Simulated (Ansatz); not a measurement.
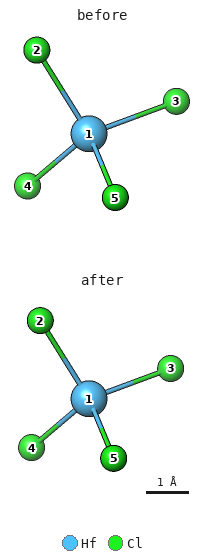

The structure of HfCl₄ before (top) and after (bottom) a relaxation, at one scale.

A ball-and-stick model, seen at a tilt.

The run prepares the start of a later molecular dynamics calculation, from a guessed geometry.

Method: RHF/def2-SVP in Ansatz 0.2.0.

Input file:
```yaml
crystal:
  periodic: [false, false, false]
  atoms:
    - { symbol: Hf, position_ang: [0.0, 0.0, 0.0] }
    - { symbol: Cl, position_ang: [0.0, 0.0, 2.52] }
    - { symbol: Cl, position_ang: [2.3764, 0.0, -0.8392] }
    - { symbol: Cl, position_ang: [-1.1869, 2.0563, -0.8392] }
    - { symbol: Cl, position_ang: [-1.1869, -2.0563, -0.8392] }
basis:
  gaussian: { orbitals: def2-SVP }
hamiltonian:
  xc: hf
relax:
  f_tol: 0.02
  max_steps: 40
output:
  orbitals: {}
```

Run as
```bash
ansatz run input.yaml --threads 1 --pin off --max-ram 2048MiB --backend cpu --events-out ev --progress --plain --runs-dir out
```

> Summarise the run.

The largest moves after the best rigid fit, 0.17 Å, are those of Cl2, Cl3, Cl4 and Cl5. Hf stays in place. Some distances before and after: Hf1–Cl2 2.520 → 2.353 Å. Over 3 geometry steps the energy falls by 85.6 kJ/mol. Largest force component: 2.4 eV/Å at the start, 0.00045 eV/Å at the end. The run took 15 s on 1 thread of Intel(R) Xeon(R) Platinum 8488C (Sapphire Rapids), with other jobs on the host, peak memory 0.24 GiB.

Limits of the set-up: Hartree-Fock leaves out electron correlation.
